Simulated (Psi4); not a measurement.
# One shape, several levels: C2H6Si (SMILES CC[SiH])

Wanted: a comparison of 4 runs (BLYP/cc-pVDZ, M06-L/cc-pVDZ, TPSS/cc-pVDZ, revPBE/cc-pVDZ) of C2H6Si. 

The calculation is run with Psi4 1.11.

## 1. The molecule

C2H6Si: 9 atoms, total charge 0, spin state singlet. As SMILES, `CC[SiH]`. The C2–Si3 distance was set to 2.458 Å, away from the relaxed value.

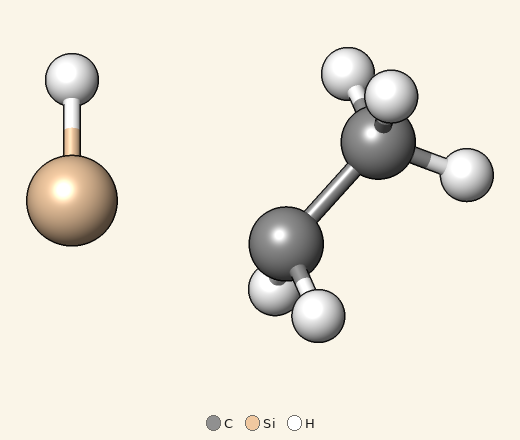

Viewed from a chosen angle; carbon grey, silicon light orange, hydrogen white.

## 2. A single-point energy at BLYP/cc-pVDZ (run 1)

c2h6si.xyz

```xyz
9
C2H6Si
C     -0.909087     0.434075    -1.029946
C      0.107913    -0.625325    -0.626146
Si     1.475100    -0.358700     1.398700
H     -1.524387     0.111575    -1.874946
H     -0.413487     1.361475    -1.327746
H     -1.573887     0.674775    -0.197746
H      0.735513    -0.926325    -1.471546
H     -0.418487    -1.559225    -0.333846
H      0.401100     0.410600     2.175300
```

c2h6si.py

```python
import psi4

psi4.set_memory(2200000000)
psi4.set_num_threads(1)
psi4.core.set_output_file('run.log', False)

with open('c2h6si.xyz') as f:
    atoms = ''.join(f.readlines()[2:])
geom = psi4.geometry('0 1\n' + atoms + 'symmetry c1\nno_reorient\nno_com')

psi4.set_options({
    'basis': 'cc-pVDZ',
    'puream': True,
    'e_convergence': 1e-09,
    'd_convergence': 1e-08,
    'scf_type': 'pk',
    'dft_radial_points': 99,
    'dft_spherical_points': 590,
})

E, wfn = psi4.energy('blyp', return_wfn=True)
psi4.oeprop(wfn, 'LOWDIN_CHARGES', 'MULLIKEN_CHARGES', 'DIPOLE', title='BLYP')
print(f'total energy {E:.8f} hartree = {E * 27.211386:.5f} eV')
for k, v in sorted(psi4.core.scalar_variables().items()):
    print(f'{k:45s} {v:18.10f}')
```

Run with:

```console
$ python c2h6si.py
```

run.log:

```text
[...]
  Running in c1 symmetry.
[...]
  Nuclear repulsion =   85.783083978125489
[...]
  Multiplicity = 1
[...]
  Nalpha       = 16
  Nbeta        = 16
[...]
    Number of basis functions: 76
[...]
   @RKS iter   1:  -368.57389723935307   -1.90156e-01   1.27866e-02 ADIIS/DIIS
[...]
   @RKS iter  14:  -369.15111014293075   -5.11591e-13   9.38770e-10 DIIS
[...]
  @RKS Final Energy:  -369.15111014293075
   => Energetics <=
    Nuclear Repulsion Energy =             85.7830839781254895
    One-Electron Energy =                -677.0871271539174359
    Two-Electron Energy =                 255.9438869962748129
    DFT Exchange-Correlation Energy =     -33.7909539634136138
    Empirical Dispersion Energy =           0.0000000000000000
    VV10 Nonlocal Energy =                  0.0000000000000000
    Total Energy =                       -369.1511101429307473
[...]
 Multipole Moments:
 ------------------------------------------------------------------------------------
     Multipole            Electronic (a.u.)      Nuclear  (a.u.)        Total (a.u.)
 ------------------------------------------------------------------------------------
 L = 1.  Multiply by 2.5417464519 to convert [e a0] to [Debye]
 Dipole X            :        -24.7206744           24.6622884           -0.0583860
 Dipole Y            :         11.5421435          -11.5205736            0.0215699
 Dipole Z            :        -12.4639719           12.5000054            0.0360335
 Magnitude           :                                                    0.0719208
[...]
```

Standard output:

```text
total energy -369.15111014 hartree = -10045.11335 eV
CURRENT ENERGY                                   -369.1511101429
CURRENT REFERENCE ENERGY                         -369.1511101429
DD SOLVATION ENERGY                                 0.0000000000
DFT FUNCTIONAL TOTAL ENERGY                      -369.1511101429
DFT TOTAL ENERGY                                 -369.1511101429
DFT VV10 ENERGY                                     0.0000000000
DFT XC ENERGY                                     -33.7909539634
GRID ELECTRONS ALPHA                               15.9999993860
GRID ELECTRONS BETA                                15.9999993860
GRID ELECTRONS TOTAL                               31.9999987720
NUCLEAR REPULSION ENERGY                           85.7830839781
ONE-ELECTRON ENERGY                              -677.0871271539
PCM POLARIZATION ENERGY                             0.0000000000
PE ENERGY                                           0.0000000000
SCF ITERATION ENERGY                             -369.1511101429
SCF ITERATIONS                                     14.0000000000
SCF TOTAL ENERGY                                 -369.1511101429
TWO-ELECTRON ENERGY                               255.9438869963
XC GRID RADIAL POINTS                              99.0000000000
XC GRID SPHERICAL POINTS                          590.0000000000
XC GRID TOTAL POINTS                           498135.0000000000
```

It took 18 s on 1 thread of Intel Xeon Platinum 8488C (Sapphire Rapids), shared host; peak memory 1.4 GiB.

## 3. Energy and gradient at M06-L/cc-pVDZ (run 2)

calc.py

```python
import psi4

psi4.set_memory(2200000000)
psi4.set_num_threads(1)
psi4.set_output_file('c2h6si.out', False)

m = psi4.geometry("""
C
C 1 1.523047
Si 2 2.4577 1 120.95916
H 1 1.093904 2 112.04433 3 -172.59995
H 1 1.092875 4 107.14328 2 122.07413
H 1 1.091995 5 107.25916 4 -115.90627
H 2 1.095073 1 111.66655 6 176.02015
H 2 1.111173 7 104.09712 1 118.34492
H 3 1.532451 2 94.70986 7 164.89205
units angstrom
symmetry c1
""")

psi4.set_options({
    'basis': 'cc-pVDZ',
    'reference': 'rks',
    'puream': True,
    'e_convergence': 1e-09,
    'd_convergence': 1e-08,
    'scf_type': 'pk',
    'dft_radial_points': 99,
    'dft_spherical_points': 590,
})

energy_value, wavefunction = psi4.gradient('M06-L', return_wfn=True)
psi4.oeprop(wavefunction, 'WIBERG_LOWDIN_INDICES', 'QUADRUPOLE', 'LOWDIN_CHARGES', title='M06-L')
print('gradient / Eh bohr^-1')
print(energy_value.np.round(6))
print(f'energy = {wavefunction.energy():.10f} Eh')
for k, v in sorted(psi4.core.scalar_variables().items()):
    print(f'{k:45s} {v:18.10f}')
```

Run with:

```console
$ python calc.py
```

c2h6si.out:

```text
[...]
  Running in c1 symmetry.
[...]
  Nuclear repulsion =   85.783080337855580
[...]
  Multiplicity = 1
[...]
  Nalpha       = 16
  Nbeta        = 16
[...]
    Number of basis functions: 76
[...]
   @RKS iter   1:  -368.76138711941343   -4.00346e-01   1.09158e-02 ADIIS/DIIS
[...]
   @RKS iter  13:  -369.18850952276301   -2.84217e-12   3.70814e-09 DIIS
[...]
  @RKS Final Energy:  -369.18850952276301
   => Energetics <=
    Nuclear Repulsion Energy =             85.7830803378555800
    One-Electron Energy =                -677.1366970669271268
    Two-Electron Energy =                 256.0225371817381301
    DFT Exchange-Correlation Energy =     -33.8574299754296248
    Empirical Dispersion Energy =           0.0000000000000000
    VV10 Nonlocal Energy =                  0.0000000000000000
    Total Energy =                       -369.1885095227630131
[...]
  -Total Gradient:
     Atom            X                  Y                   Z
    ------   -----------------  -----------------  -----------------
       1        0.002771914413     0.011319394121    -0.014751726950
       2       -0.013237121558     0.028175742038    -0.014109756359
       3        0.003953223574    -0.041982536361     0.022534751881
       4       -0.001199740985    -0.005368891646     0.000822896995
       5        0.003835509867     0.001182872932     0.003518260514
       6       -0.003590797998     0.001814146620     0.003768788548
       7        0.007413550412     0.003649428383    -0.004750636868
       8        0.000680339774     0.003579487166    -0.000351923919
       9       -0.000566977793    -0.002432738077     0.003288269772
[...]
```

Standard output:

```text
gradient / Eh bohr^-1
[[ 0.002772  0.011319 -0.014752]
 [-0.013237  0.028176 -0.01411 ]
 [ 0.003953 -0.041983  0.022535]
 [-0.0012   -0.005369  0.000823]
 [ 0.003836  0.001183  0.003518]
 [-0.003591  0.001814  0.003769]
 [ 0.007414  0.003649 -0.004751]
 [ 0.00068   0.003579 -0.000352]
 [-0.000567 -0.002433  0.003288]]
energy = -369.1885095228 Eh
CURRENT ENERGY                                   -369.1885095228
CURRENT REFERENCE ENERGY                         -369.1885095228
DD SOLVATION ENERGY                                 0.0000000000
DFT FUNCTIONAL TOTAL ENERGY                      -369.1885095228
DFT TOTAL ENERGY                                 -369.1885095228
DFT VV10 ENERGY                                     0.0000000000
DFT XC ENERGY                                     -33.8574299754
GRID ELECTRONS ALPHA                               15.9999994836
GRID ELECTRONS BETA                                15.9999994836
GRID ELECTRONS TOTAL                               31.9999989671
NUCLEAR REPULSION ENERGY                           85.7830803379
ONE-ELECTRON ENERGY                              -677.1366970669
PCM POLARIZATION ENERGY                             0.0000000000
PE ENERGY                                           0.0000000000
SCF ITERATION ENERGY                             -369.1885095228
SCF ITERATIONS                                     13.0000000000
SCF TOTAL ENERGY                                 -369.1885095228
TWO-ELECTRON ENERGY                               256.0225371817
XC GRID RADIAL POINTS                              99.0000000000
XC GRID SPHERICAL POINTS                          590.0000000000
XC GRID TOTAL POINTS                           498135.0000000000
```

It took 52 s on 1 thread of Intel Xeon Platinum 8488C (Sapphire Rapids), shared host; peak memory 1.7 GiB.

Run 3 isn't shown in full; the table further down has it.

## 4. A single-point energy at revPBE/cc-pVDZ (run 4)

job.json

```json
{
  "schema_name": "qcschema_input",
  "schema_version": 1,
  "molecule": {
    "schema_name": "qcschema_molecule",
    "schema_version": 2,
    "symbols": ["C", "C", "Si", "H", "H", "H", "H", "H", "H"],
    "geometry": [-1.71792545, 0.82028287, -1.94631586, 0.20392602, -1.18169299, -1.18324445, 2.78753501, -0.67784476, 2.64315993, -2.88067394, 0.21084619, -3.54313444, -0.78137719, 2.57281488, -2.5090763, -2.97421538, 1.27513995, -0.37368578, 1.38991813, -1.75050055, -2.78081892, -0.79082582, -2.94650822, -0.63087751, 0.75796915, 0.77592155, 4.11072124],
    "molecular_charge": 0,
    "molecular_multiplicity": 1,
    "fix_symmetry": "c1"
  },
  "driver": "energy",
  "model": {
    "method": "revpbe",
    "basis": "cc-pVDZ"
  },
  "keywords": {
    "puream": true,
    "e_convergence": 1e-09,
    "d_convergence": 1e-08,
    "scf_type": "pk",
    "dft_radial_points": 99,
    "dft_spherical_points": 590,
    "scf_properties": ["MULLIKEN_CHARGES", "QUADRUPOLE", "LOWDIN_CHARGES"]
  }
}
```

Run with:

```console
$ psi4 --qcschema job.json -n 1 --memory 2200MB
```

stdout:

```text
[...]
  Running in c1 symmetry.
[...]
  Nuclear repulsion =   85.783083985952402
[...]
  Multiplicity = 1
[...]
  Nalpha       = 16
  Nbeta        = 16
[...]
    Number of basis functions: 76
[...]
   @RKS iter   1:  -368.62625679096470   -2.56872e-01   1.18811e-02 ADIIS/DIIS
[...]
   @RKS iter  13:  -369.12628294017298   -2.41585e-11   9.90663e-09 DIIS
[...]
  @RKS Final Energy:  -369.12628294017298
   => Energetics <=
    Nuclear Repulsion Energy =             85.7830839859524019
    One-Electron Energy =                -677.0932508910375418
    Two-Electron Energy =                 255.9485926390896964
    DFT Exchange-Correlation Energy =     -33.7647086741775979
    Empirical Dispersion Energy =           0.0000000000000000
    VV10 Nonlocal Energy =                  0.0000000000000000
    Total Energy =                       -369.1262829401729846
[...]
 Multipole Moments:
 ------------------------------------------------------------------------------------
     Multipole            Electronic (a.u.)      Nuclear  (a.u.)        Total (a.u.)
 ------------------------------------------------------------------------------------
 L = 1.  Multiply by 2.5417464519 to convert [e a0] to [Debye]
 Dipole X            :          5.2902318           -5.3932856           -0.1030538
 Dipole Y            :         -1.2182978            1.2532813            0.0349835
 Dipole Z            :          4.4098867           -4.3874330            0.0224537
 Magnitude           :                                                    0.1111220
 L = 2.  Multiply by 1.3450342976 to convert [e a0^2] to [Debye ang]
 Quadrupole XX       :       -151.9848656          129.5304725          -22.4543931
 Quadrupole XY       :         35.0905051          -33.6115749            1.4789302
[...]
```

The result, in JSON:

```text
{
 "driver": "energy",
 "model": {
  "method": "revpbe",
  "basis": "cc-pVDZ"
 },
 "success": true,
 "return_result": -369.126282940173,
 "properties": {
  "calcinfo_nbasis": 76,
  "calcinfo_nmo": 76,
  "calcinfo_nalpha": 16,
  "calcinfo_nbeta": 16,
  "calcinfo_natom": 9,
  "nuclear_repulsion_energy": 85.7830839859524,
  "return_energy": -369.126282940173,
  "scf_one_electron_energy": -677.0932508910375,
  "scf_two_electron_energy": 255.9485926390897,
  "scf_xc_energy": -33.7647086741776,
  "scf_dipole_moment": [-0.10305379423726357, 0.03498348843095411, 0.02245370303416827],
  "scf_total_energy": -369.126282940173,
  "scf_iterations": 13
 }
}
```

Run time: 21 s. Hardware: 1 thread of Intel Xeon Platinum 8488C (Sapphire Rapids), shared host; peak memory 1.4 GiB.

## 5. Overview of the runs

```
run           level      task  energy (Eh)  dipole moment (D)  HOMO energy (eV)  LUMO energy (eV)  wall time
  1    BLYP/cc-pVDZ    energy  -369.151110               0.18             -5.01             -3.64       18 s
  2   M06-L/cc-pVDZ  gradient  -369.188510               0.32             -5.36             -3.52       52 s
  3    TPSS/cc-pVDZ  gradient  -369.247481               0.29             -5.29             -3.73       61 s
  4  revPBE/cc-pVDZ    energy  -369.126283               0.28             -5.17             -3.75       21 s
```

## 6. Results

| quantity | value |
| --- | --- |
| run 4: total energy | -369.12628 Eh |
| run 4: dipole moment | 0.28 D |
| run 4: HOMO energy | -5.17 eV |
| run 4: LUMO energy | -3.75 eV |
| run 4: HOMO–LUMO gap | 1.41 eV |

**Reading.** The dipole moment (its size) runs from 0.18 D (BLYP/cc-pVDZ) to 0.32 D (M06-L/cc-pVDZ). The HOMO–LUMO gap runs from 1.37 eV (BLYP/cc-pVDZ) to 1.85 eV (M06-L/cc-pVDZ). Totals of different functionals can't be ranked against each other. All runs together took 2.5 min, the longest 61 s.
